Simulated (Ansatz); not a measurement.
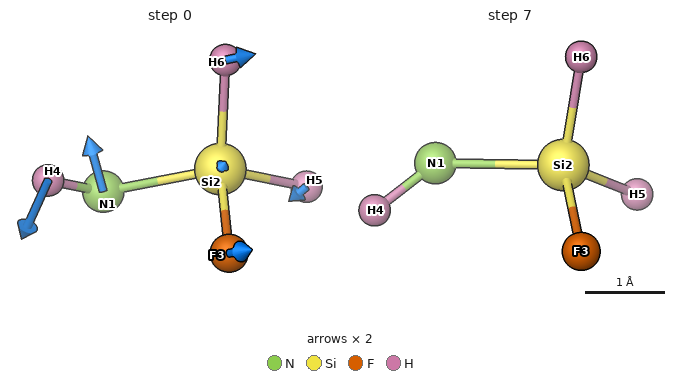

The structure of SiNH3F (multiplicity 2) before (left) and after (right) a relaxation, at one scale. The blue arrows give the displacements, magnified 2 times.

A ball-and-stick model, seen from a free direction.

The run prepares an end point of a later path (torsion) calculation, from a guessed geometry.

Computed with UKS r2SCAN-D4/6-31G (Ansatz 0.2.0). (collinear spin; force threshold 0.015 eV/Å; at most 40 steps)

Summarise the run.

Answer. The atom that moves furthest after the best rigid fit is H4 (0.51 Å). By element the largest moves are H 0.51 Å, N 0.38 Å, F 0.23 Å, Si 0.09 Å. Among the contacts that change: Si2–F3 1.587 → 1.705 Å, N1–Si2 1.698 → 1.790 Å, N1–H4 0.989 → 1.029 Å. Bond angles that change, for instance: Si2–N1–H4 107.1° → 123.8°, N1–Si2–F3 105.9° → 116.1°, N1–Si2–H6 111.0° → 105.9°. Groups turn about N1–Si2 by about 60°. Over 7 geometry steps the energy falls by 73.5 kJ/mol. Largest force component: 4.7 eV/Å at the start, 0.0021 eV/Å at the end.
